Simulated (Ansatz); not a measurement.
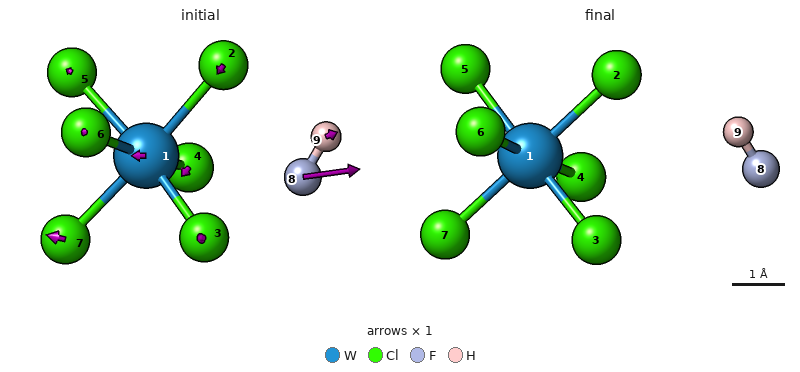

The structure of WHCl$_{6}$F before (left) and after (right) a relaxation, at one scale. The purple arrows give the displacements, at their true length.

A ball-and-stick model, seen face on.

The run prepares an end point of a later path (reaction) calculation, from a guessed geometry.

Method: RHF/def2-SVP (Ansatz). Settings: no spin polarisation; force threshold 0.03 eV/Å; at most 50 steps.

Q: Describe what moved and what it gained.

A: The atom that moves furthest after the best rigid fit is F8 (1.14 Å). Largest moves by element: F 1.14 Å, Cl 0.41 Å, W 0.31 Å, H 0.27 Å. Some distances before and after: W1–F8 3.087 → 4.503 Å, W1–Cl5 2.335 → 2.301 Å, W1–Cl2 2.370 → 2.339 Å, W1–Cl3 2.270 → 2.292 Å. Among the angles between lasting bonds that change: Cl3–W1–Cl4 103.5° → 90.6°, Cl3–W1–Cl5 169.4° → 178.4°, Cl5–W1–Cl6 83.1° → 89.5°. Over 13 accepted moves (17 points after the start) the energy falls by 54.8 kJ/mol. Largest force component: 0.87 eV/Å at the start, 0.0049 eV/Å at the end. The line search rejected the trial steps at points 5, 10, 12, 15 of the run. The forces were under the threshold at step 11, but the run went on from there.

Limits of the set-up: the start holds two separate molecules, 2.6 Å apart at their closest, whose relative position is a soft coordinate and is computed without a dispersion correction; Hartree-Fock leaves out electron correlation.
